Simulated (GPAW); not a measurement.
**2H-TaSeTe monolayer: work function by functional and basis**

How far do functional and basis move the work function of 2H-TaSeTe monolayer?

Program: GPAW 26.7.0. Level of theory: GPAW, PAW setups; layer in a repeated cell with vacuum, relaxation of atoms and in-plane cell, in the first sound run; inputs show where later runs differ. Results are calculated unless marked as measured.

**1. Starting point**

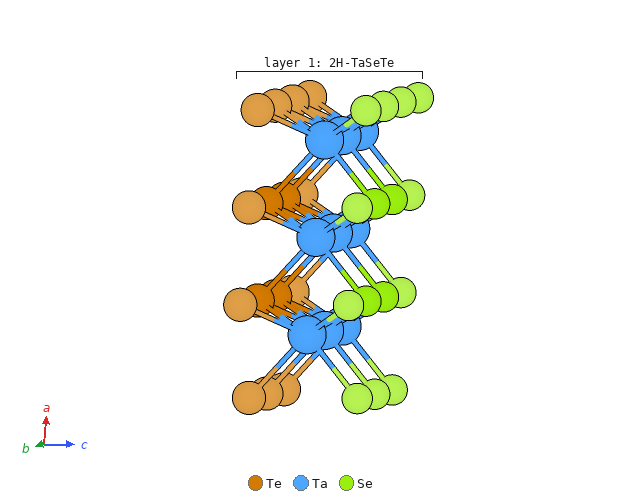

The cell as given, from the side, with the c axis across the page (tellurium orange, tantalum blue, selenium green). 2×2×1 cells are drawn. Some periodic images of atoms are drawn too.

The cell holds 3 atoms: 1 Te, 1 Ta and 1 Se. Its edges and angles: a = 3.722 Å, b = 3.722 Å, c = 21.707 Å, α = 90.0°, β = 90.0°, γ = 120.0°. Vacuum lies along c.

**2. Relaxing the atoms**

The atoms are relaxed first, since the surface dipole, and with it the work function, follows the positions of the outer layers.

File run.py:

```python
import json
import numpy as np
from ase import Atoms
from ase.filters import FrechetCellFilter
from ase.optimize import BFGS
from gpaw import GPAW, PW

slab = Atoms(
    ['Te', 'Ta', 'Se'],
    positions=[
        [-0.00000, 2.14905, 9.00000],
        [0.00000, 0.00000, 10.99161],
        [-0.00000, 2.14905, 12.70744]],
    cell=[[3.72226, 0.0, 0.0], [-1.86113, 3.22357, 0.0], [0.0, 0.0, 21.7074]],
    pbc=[True, True, True])

slab.calc = GPAW(mode=PW(600), xc='PBE', kpts={'size': (9, 9, 1), 'gamma': True},
                 occupations={'name': 'fermi-dirac', 'width': 0.05}, nbands='160%',
                 convergence={'density': 1e-05}, maxiter=200,
                 symmetry={'tolerance': 1e-3}, txt='slab.txt')
result = {}
# The in-plane cell is free; stress needs a cell that repeats along all three vectors
path = []
opt = BFGS(FrechetCellFilter(slab, mask=[1, 1, 0, 0, 0, 1]), maxstep=0.2)
opt.attach(lambda: path.append((slab.get_potential_energy(), slab.positions.tolist(), slab.get_forces().tolist())))
result['relaxed'] = bool(opt.run(fmax=0.02, steps=45))
result['path'] = path
result['cell'] = slab.cell.tolist()
print('in-plane lattice', slab.cell.cellpar().round(4)[[0, 1, 5]])
energy = slab.get_potential_energy()
fermi = slab.calc.get_fermi_level()
v = slab.calc.get_electrostatic_potential().mean((0, 1)) - fermi
n = slab.calc.get_pseudo_density().mean((0, 1))
L = slab.cell[2, 2]
z = np.arange(len(v)) * L / len(v)
low, high = slab.positions[:, 2].min(), slab.positions[:, 2].max()
below, above = np.interp([low - 6.8, high + 6.8], z, v)
slopes = [np.interp(x, z, np.gradient(v, z)) for x in (low - 6.8, high + 6.8)]
eps = np.array([[slab.calc.get_eigenvalues(k, s) for k in range(len(slab.calc.get_ibz_k_points()))]
                for s in range(slab.calc.get_number_of_spins())]) - fermi
top, bottom = eps[eps < 0].max(), eps[eps > 0].min()
dipole = slab.get_dipole_moment()[2]
print(f'energy {energy:.4f} eV, Fermi level {fermi:.4f} eV, dipole {dipole:.5f} e A')
print(f'potential 6.8 A off the faces, from the Fermi level: lower {below:.4f} eV, upper {above:.4f} eV')
print(f'slope of the potential there: lower {slopes[0]:.5f}, upper {slopes[1]:.5f} eV/A')
print(f'nearest levels on the mesh: {top:.4f} and {bottom:.4f} eV')
print('magnetic moment', round(slab.get_magnetic_moment(), 3))
result.update(energy=energy, fermi=fermi, dipole=dipole, below=below, above=above, slopes=slopes, edges=[top, bottom],
              z=z.tolist(), v=v.tolist(), n=n.tolist(), positions=slab.positions.tolist(),
              forces=slab.get_forces(apply_constraint=False).tolist(), moments=slab.get_magnetic_moments().tolist())
json.dump(result, open('result.json', 'w'))
```

The run is started by

```bash
> OMP_NUM_THREADS=1 OPENBLAS_NUM_THREADS=1 python run.py
```

The program printed:

```text
Step          Energy          fmax
BFGS:    0      -17.902324        1.784917
BFGS:    1      -18.033668        1.458698
BFGS:    2      -18.253047        0.543997
BFGS:    3      -18.268988        0.099332
BFGS:    4      -18.269534        0.046398
BFGS:    5      -18.269646        0.046094
BFGS:    6      -18.269824        0.044466
BFGS:    7      -18.269901        0.037922
BFGS:    8      -18.269955        0.027039
BFGS:    9      -18.269973        0.011190
in-plane lattice [  3.5877   3.5877 120.    ]
energy -18.2553 eV, Fermi level -1.2543 eV, dipole -0.02037 e A
potential 6.8 A off the faces, from the Fermi level: lower 5.0040 eV, upper 5.0734 eV
slope of the potential there: lower -0.01501, upper -0.01511 eV/A
nearest levels on the mesh: -0.0013 and 0.0050 eV
magnetic moment 0.0
```

The job ended after 3.7 min (1 thread of AMD EPYC 9R14 (Zen 4), shared host; peak memory 0.37 GiB).

This step gave:

```yaml
dipole_along_the_normal: -0.02037 e·Å
levels_nearest_the_fermi_level_on_the_mesh: -0.001251, 0.005034 eV from the Fermi level
```

The electrostatic potential energy of an electron (without an applied field's), less the Fermi level, planar mean by z:

```tsv
z (Å)	electrostatic potential energy of an electron (without an applied field's), less the Fermi level, planar mean (eV)
0	5.04
1	5.02
2	5.01
3	4.99
4	4.98
5	4.96
6	4.94
7	4.76
8	2.01
9	-19.0
10	-3.67
11	-17.5
12	-6.18
13	-7.04
14	4.49
15	5.11
16	5.12
17	5.11
18	5.09
19	5.08
20	5.06
21	5.05
```

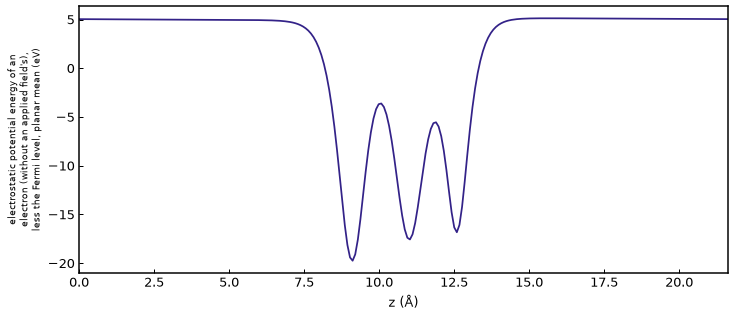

Electrostatic potential energy of an electron (without an applied field's), less the Fermi level, planar mean against z.

The pseudo valence density, planar mean oscillates, so the rows of the table below give means over windows of 2 Å about each position, cut where the curve ends. Its maxima inside the range that stand out by 2 % of the span (Å: e/Å³): 8.5: 0.284, 9.7: 0.359, 10.9: 1.03, 13.0: 0.330. Its minima: 9.0: 0.109, 10.1: 0.326, 12.7: 0.207.

The pseudo valence density, planar mean by z; means over each step:

```tsv
z (Å)	pseudo valence density, planar mean (e/Å³)
4	5.0e-6
6	0.00142
8	0.128
10	0.429
12	0.477
14	0.0860
16	2.8e-4
18	0
```

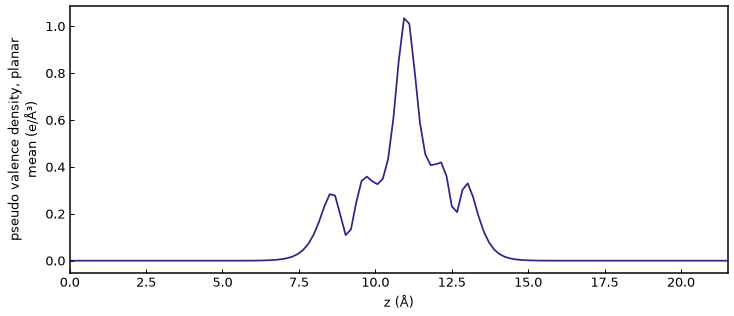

Pseudo valence density, planar mean, plotted against z.

The relaxation lowered the energy of the cell by 0.369 eV (energies extrapolated to zero smearing; the optimiser's log prints free energies). The largest force left on a free atom is 0.011 eV/Å.

**3. Plane waves, PBE**

The work function is the vacuum plateau of the electrostatic potential less the Fermi level; a dipole layer lets the two faces have plateaus of their own.

This step: GPAW, PAW setups; slab in vacuum (GPAW 26.7.0).

The cell differs from the one that the last finished run ended in (c 21.707 → 21.495 Å).

run.py, as its differences from that of step 2:

```diff
@@ -3,4 +3,2 @@
 from ase import Atoms
-from ase.filters import FrechetCellFilter
-from ase.optimize import BFGS
 from gpaw import GPAW, PW
@@ -10,21 +8,14 @@
     positions=[
-        [-0.00000, 2.14905, 9.00000],
-        [0.00000, 0.00000, 10.99161],
-        [-0.00000, 2.14905, 12.70744]],
-    cell=[[3.72226, 0.0, 0.0], [-1.86113, 3.22357, 0.0], [0.0, 0.0, 21.7074]],
-    pbc=[True, True, True])
+        [-0.00000, 2.07135, 9.00000],
+        [0.00000, 0.00000, 10.90486],
+        [-0.00000, 2.07135, 12.49525]],
+    cell=[[3.58768, -0.0, 0.0], [-1.79384, 3.10702, 0.0], [0.0, 0.0, 21.4952]],
+    pbc=[True, True, False])
 
-slab.calc = GPAW(mode=PW(600), xc='PBE', kpts={'size': (9, 9, 1), 'gamma': True},
+slab.calc = GPAW(mode=PW(400), xc='PBE', kpts={'size': (9, 9, 1), 'gamma': True},
                  occupations={'name': 'fermi-dirac', 'width': 0.05}, nbands='160%',
                  convergence={'density': 1e-05}, maxiter=200,
+                 poissonsolver={'dipolelayer': 'xy'},
                  symmetry={'tolerance': 1e-3}, txt='slab.txt')
 result = {}
-# The in-plane cell is free; stress needs a cell that repeats along all three vectors
-path = []
-opt = BFGS(FrechetCellFilter(slab, mask=[1, 1, 0, 0, 0, 1]), maxstep=0.2)
-opt.attach(lambda: path.append((slab.get_potential_energy(), slab.positions.tolist(), slab.get_forces().tolist())))
-result['relaxed'] = bool(opt.run(fmax=0.02, steps=45))
-result['path'] = path
-result['cell'] = slab.cell.tolist()
-print('in-plane lattice', slab.cell.cellpar().round(4)[[0, 1, 5]])
 energy = slab.get_potential_energy()
```

The program printed:

```text
energy -18.2258 eV, Fermi level -1.2180 eV, dipole -0.01500 e A
potential 6.8 A off the faces, from the Fermi level: lower 4.9208 eV, upper 5.1604 eV
slope of the potential there: lower 0.00004, upper -0.00004 eV/A
nearest levels on the mesh: -0.0015 and 0.0050 eV
magnetic moment 0.0
```

It took 16 s on 1 thread; peak memory 0.21 GiB.

This step gave:

```yaml
dipole_along_the_normal: -0.01500 e·Å
levels_nearest_the_fermi_level_on_the_mesh: -0.001453, 0.004992 eV from the Fermi level
upper_work_function: 5.160 eV
lower_work_function: 4.921 eV
```

The electrostatic potential energy of an electron (without an applied field's), less the Fermi level, planar mean by z:

```tsv
z (Å)	electrostatic potential energy of an electron (without an applied field's), less the Fermi level, planar mean (eV)
0	5.04
2	4.92
4	4.92
6	4.91
8	1.07
10	-3.70
12	-7.52
14	4.67
16	5.16
18	5.16
20	5.16
```

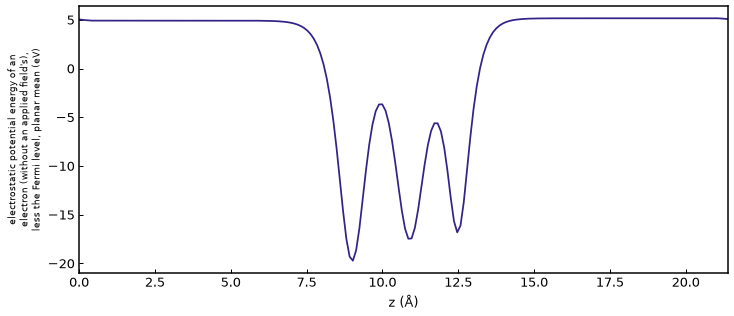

Electrostatic potential energy of an electron (without an applied field's), less the Fermi level, planar mean against z.

The pseudo valence density, planar mean oscillates, so the rows of the table below give means over windows of 2 Å about each position, cut where the curve ends. Its maxima inside the range that stand out by 2 % of the span (Å: e/Å³): 8.4: 0.279, 9.7: 0.355, 11.0: 1.04, 12.9: 0.333. Its minima: 9.0: 0.106, 9.9: 0.330, 12.5: 0.201.

The pseudo valence density, planar mean by z; means over each step:

```tsv
z (Å)	pseudo valence density, planar mean (e/Å³)
4	6.9e-6
6	0.00194
8	0.134
10	0.472
12	0.442
14	0.0713
16	2.1e-4
18	0
```

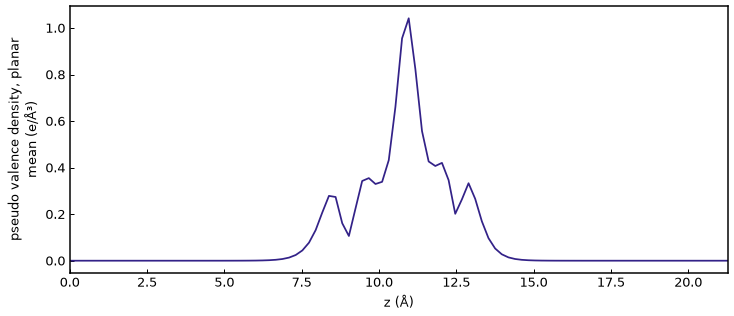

Pseudo valence density, planar mean, plotted against z.

The potential is flat to 4.4e-5 eV/Å where it is read, so the vacuum is wide enough.

**4. Self-consistent run: xc = "vdW-DF2"**

The same geometry under vdW-DF2, to see how far the functional moves the levels against the vacuum (the van der Waals functionals take revPBE setups).

run.py, as its differences from that of step 3:

```diff
@@ -14,3 +14,3 @@
 
-slab.calc = GPAW(mode=PW(400), xc='PBE', kpts={'size': (9, 9, 1), 'gamma': True},
+slab.calc = GPAW(mode=PW(400), xc='vdW-DF2', kpts={'size': (9, 9, 1), 'gamma': True},
                  occupations={'name': 'fermi-dirac', 'width': 0.05}, nbands='160%',
```

The program printed:

```text
energy -333.8624 eV, Fermi level -1.3858 eV, dipole -0.01544 e A
potential 6.8 A off the faces, from the Fermi level: lower 5.2143 eV, upper 5.4611 eV
slope of the potential there: lower 0.00002, upper -0.00003 eV/A
nearest levels on the mesh: -0.0220 and 0.0129 eV
magnetic moment 0.0
```

Run time: 25 s. Hardware: 1 thread; peak memory 0.37 GiB.

This step gave:

```yaml
dipole_along_the_normal: -0.01544 e·Å
levels_nearest_the_fermi_level_on_the_mesh: -0.02203, 0.01293 eV from the Fermi level
upper_work_function: 5.461 eV
lower_work_function: 5.214 eV
```

The electrostatic potential energy of an electron (without an applied field's), less the Fermi level, planar mean by z:

```tsv
z (Å)	electrostatic potential energy of an electron (without an applied field's), less the Fermi level, planar mean (eV)
0	5.34
2	5.21
4	5.21
6	5.19
8	1.10
10	-3.96
12	-7.69
14	4.88
16	5.46
18	5.46
20	5.46
```

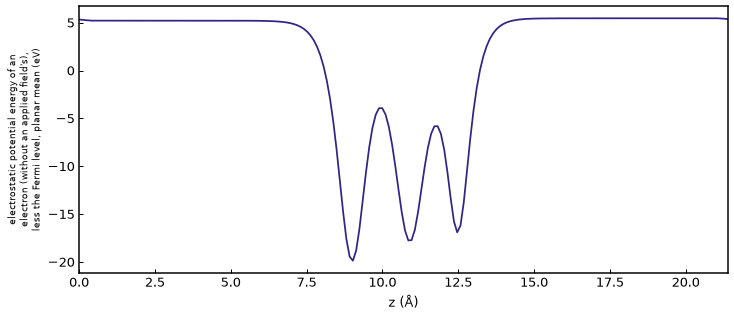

Electrostatic potential energy of an electron (without an applied field's), less the Fermi level, planar mean against z.

The pseudo valence density, planar mean oscillates, so the rows of the table below give means over windows of 2 Å about each position, cut where the curve ends. Its maxima inside the range that stand out by 2 % of the span (Å: e/Å³): 8.4: 0.278, 9.7: 0.354, 11.0: 1.04, 12.9: 0.333. Its minima: 9.0: 0.106, 9.9: 0.329, 12.5: 0.201.

Pseudo valence density, planar mean against z; means over each step:

```tsv
z (Å)	pseudo valence density, planar mean (e/Å³)
4	1.2e-5
6	0.00225
8	0.134
10	0.472
12	0.442
14	0.0717
16	2.7e-4
18	1.9e-6
```

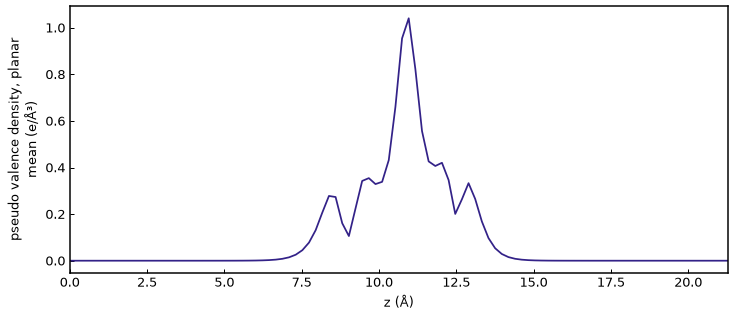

Pseudo valence density, planar mean against z.

Force by atom:

```tsv
atom	x (eV/Å)	y (eV/Å)	z (eV/Å)	size
Te1	0.000	0.000	-0.817	0.817
Ta2	0.000	0.000	0.036	0.036
Se3	0.000	0.000	0.781	0.781
```

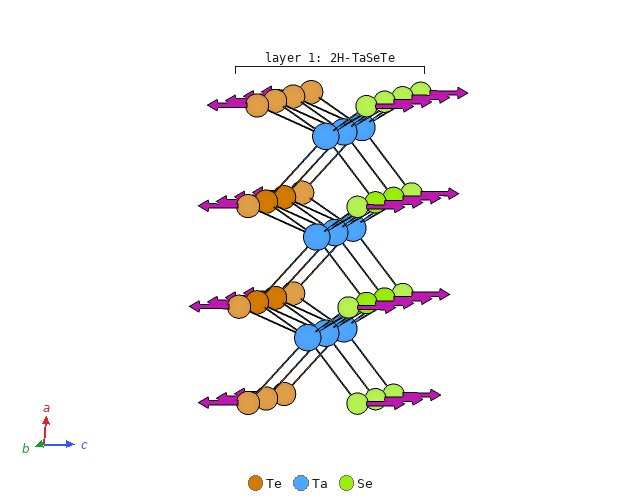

Force as arrows, the longest 0.817 eV/Å. 2×2×1 cells are drawn. Some periodic images of atoms are drawn too.

The upper face's work function is 5.461 eV, against 5.160 eV in the first plane-wave PBE run at this geometry.

**5. Self-consistent run: xc = "revPBE"**

The same geometry under revPBE, to see how far the functional moves the levels against the vacuum.

run.py, as its differences from that of step 4:

```diff
@@ -14,3 +14,3 @@
 
-slab.calc = GPAW(mode=PW(400), xc='vdW-DF2', kpts={'size': (9, 9, 1), 'gamma': True},
+slab.calc = GPAW(mode=PW(400), xc='revPBE', kpts={'size': (9, 9, 1), 'gamma': True},
                  occupations={'name': 'fermi-dirac', 'width': 0.05}, nbands='160%',
```

The program printed:

```text
energy -17.2893 eV, Fermi level -1.1235 eV, dipole -0.01560 e A
potential 6.8 A off the faces, from the Fermi level: lower 4.8135 eV, upper 5.0630 eV
slope of the potential there: lower 0.00004, upper -0.00004 eV/A
nearest levels on the mesh: -0.0715 and 0.0010 eV
magnetic moment 0.0
```

Run time: 16 s. Hardware: 1 thread; peak memory 0.21 GiB.

Numbers from this step:

| Item | Value |
| --- | --- |
| dipole along the normal | -0.01560 e·Å |
| levels nearest the Fermi level on the mesh | -0.07154, 9.92e-4 eV from the Fermi level |
| upper work function | 5.063 eV |
| lower work function | 4.813 eV |

The upper face's work function is 5.063 eV, against 5.160 eV in the first plane-wave PBE run at this geometry.

**6. Self-consistent run: xc = "LDA"**

The same geometry under LDA, to see how far the functional moves the levels against the vacuum.

run.py, as its differences from that of step 5:

```diff
@@ -14,3 +14,3 @@
 
-slab.calc = GPAW(mode=PW(400), xc='revPBE', kpts={'size': (9, 9, 1), 'gamma': True},
+slab.calc = GPAW(mode=PW(400), xc='LDA', kpts={'size': (9, 9, 1), 'gamma': True},
                  occupations={'name': 'fermi-dirac', 'width': 0.05}, nbands='160%',
```

The program printed:

```text
energy -20.4346 eV, Fermi level -1.5123 eV, dipole -0.01357 e A
potential 6.8 A off the faces, from the Fermi level: lower 5.2107 eV, upper 5.4271 eV
slope of the potential there: lower 0.00004, upper -0.00004 eV/A
nearest levels on the mesh: -0.0091 and 0.0161 eV
magnetic moment 0.0
```

Elapsed: 16 s, on 1 thread; peak memory 0.2 GiB.

Numbers from this step:

```
dipole along the normal                    : -0.01357 e·Å
levels nearest the Fermi level on the mesh : -0.009062, 0.01610 eV from the Fermi level
upper work function                        : 5.427 eV
lower work function                        : 5.211 eV
```

Electrostatic potential energy of an electron (without an applied field's), less the Fermi level, planar mean against z:

```tsv
z (Å)	electrostatic potential energy of an electron (without an applied field's), less the Fermi level, planar mean (eV)
0	5.32
2	5.21
4	5.21
6	5.20
8	1.38
10	-3.34
12	-7.17
14	4.94
16	5.43
18	5.43
20	5.43
```

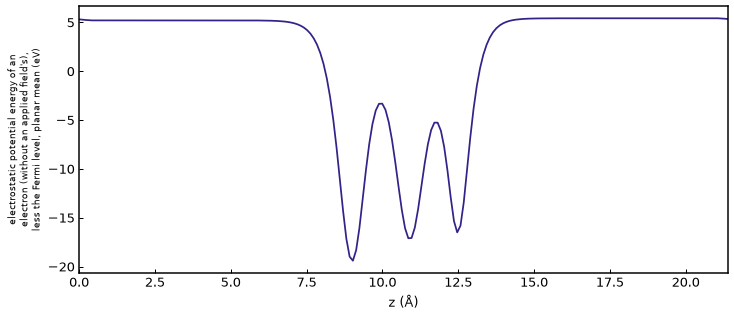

Electrostatic potential energy of an electron (without an applied field's), less the Fermi level, planar mean against z.

The upper face's work function is 5.427 eV, against 5.160 eV in the first plane-wave PBE run at this geometry.

**7. OptPBE vdW: xc = "optPBE-vdW"**

The same geometry under optPBE-vdW, to see how far the functional moves the levels against the vacuum (the van der Waals functionals take revPBE setups).

run.py, as its differences from that of step 6:

```diff
@@ -14,3 +14,3 @@
 
-slab.calc = GPAW(mode=PW(400), xc='LDA', kpts={'size': (9, 9, 1), 'gamma': True},
+slab.calc = GPAW(mode=PW(400), xc='optPBE-vdW', kpts={'size': (9, 9, 1), 'gamma': True},
                  occupations={'name': 'fermi-dirac', 'width': 0.05}, nbands='160%',
```

The program printed:

```text
energy -61.9270 eV, Fermi level -1.3612 eV, dipole -0.01541 e A
potential 6.8 A off the faces, from the Fermi level: lower 5.1175 eV, upper 5.3638 eV
slope of the potential there: lower 0.00004, upper -0.00004 eV/A
nearest levels on the mesh: -0.0091 and 0.0072 eV
magnetic moment 0.0
```

Run time: 25 s. Hardware: 1 thread; peak memory 0.38 GiB.

Numbers from this step:

| Item | Value |
| --- | --- |
| dipole along the normal | -0.01541 e·Å |
| levels nearest the Fermi level on the mesh | -0.009136, 0.007175 eV from the Fermi level |
| upper work function | 5.364 eV |
| lower work function | 5.118 eV |

The upper face's work function is 5.364 eV, against 5.160 eV in the first plane-wave PBE run at this geometry.

**8. Self-consistent run: xc = "RPBE"**

The same geometry under RPBE, to see how far the functional moves the levels against the vacuum.

run.py, as its differences from that of step 7:

```diff
@@ -14,3 +14,3 @@
 
-slab.calc = GPAW(mode=PW(400), xc='optPBE-vdW', kpts={'size': (9, 9, 1), 'gamma': True},
+slab.calc = GPAW(mode=PW(400), xc='RPBE', kpts={'size': (9, 9, 1), 'gamma': True},
                  occupations={'name': 'fermi-dirac', 'width': 0.05}, nbands='160%',
```

The program printed:

```text
energy -17.1279 eV, Fermi level -1.1117 eV, dipole -0.01598 e A
potential 6.8 A off the faces, from the Fermi level: lower 4.8063 eV, upper 5.0620 eV
slope of the potential there: lower 0.00004, upper -0.00004 eV/A
nearest levels on the mesh: -0.0713 and 0.0019 eV
magnetic moment 0.0
```

The job ended after 16 s (1 thread; peak memory 0.21 GiB).

Numbers from this step:

| Property | Result |
| --- | --- |
| dipole along the normal | -0.01598 e·Å |
| levels nearest the Fermi level on the mesh | -0.07131, 0.001886 eV from the Fermi level |
| upper work function | 5.062 eV |
| lower work function | 4.806 eV |

Electrostatic potential energy of an electron (without an applied field's), less the Fermi level, planar mean against z:

```tsv
z (Å)	electrostatic potential energy of an electron (without an applied field's), less the Fermi level, planar mean (eV)
0	4.93
1	4.81
2	4.81
3	4.81
4	4.81
5	4.81
6	4.79
7	4.57
8	0.958
9	-19.7
10	-3.80
11	-17.2
12	-7.63
13	-4.39
14	4.56
15	5.04
16	5.06
17	5.06
18	5.06
19	5.06
20	5.06
21	5.06
```

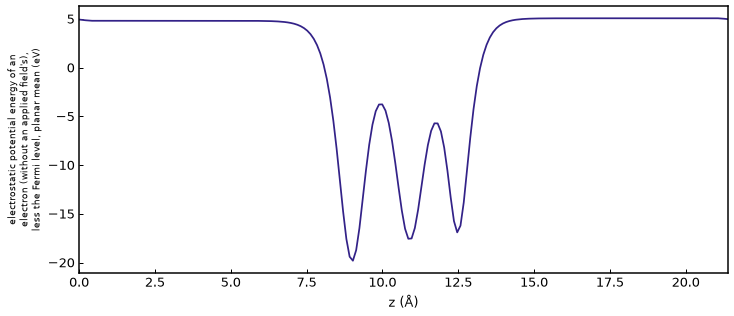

Electrostatic potential energy of an electron (without an applied field's), less the Fermi level, planar mean against z.

The upper face's work function is 5.062 eV, against 5.160 eV in the first plane-wave PBE run at this geometry.

(Part 1 of 2 ends here.)

[Logs are printed without paths, hosts, clocks, repeated set-up lines and the standing remarks that a program may print on its own settings, such as how far it seeks lower states.]

[Hosts, paths, dates, database ids (printed as entryN), source tags and the programs' standing remarks are cut or masked in the printed files.]
